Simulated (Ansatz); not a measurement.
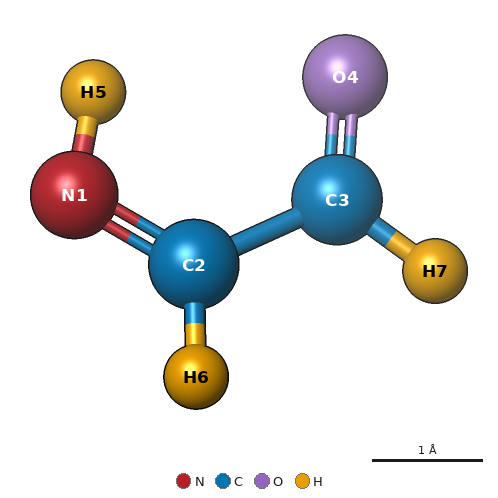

Orthographic view. Distant atoms are faded towards the background colour. The geometry was computed by an optimisation with PBE0-D4/def2-TZVP.

Write a MOL file (V2000) with the atoms in numerical order, bonds sorted by atom number with the orders drawn, and coordinates in the frame of the picture: x right, y up, z towards the viewer, origin at the mean position.

```
C2H3NO
                    3D

  7  6  0  0  0  0  0  0  0  0999 V2000
   -1.5000    0.1500    0.2300 N   0  0  0  0  0  0  0  0  0  0  0  0
   -0.4100   -0.4900    0.2600 C   0  0  0  0  0  0  0  0  0  0  0  0
    0.8900    0.1000   -0.2100 C   0  0  0  0  0  0  0  0  0  0  0  0
    0.9600    1.2200   -0.6400 O   0  0  0  0  0  0  0  0  0  0  0  0
   -1.3300    1.0800   -0.1600 H   0  0  0  0  0  0  0  0  0  0  0  0
   -0.3900   -1.5100    0.6400 H   0  0  0  0  0  0  0  0  0  0  0  0
    1.7800   -0.5500   -0.1300 H   0  0  0  0  0  0  0  0  0  0  0  0
  1  2  2  0
  1  5  1  0
  2  3  1  0
  2  6  1  0
  3  4  2  0
  3  7  1  0
M  END
```
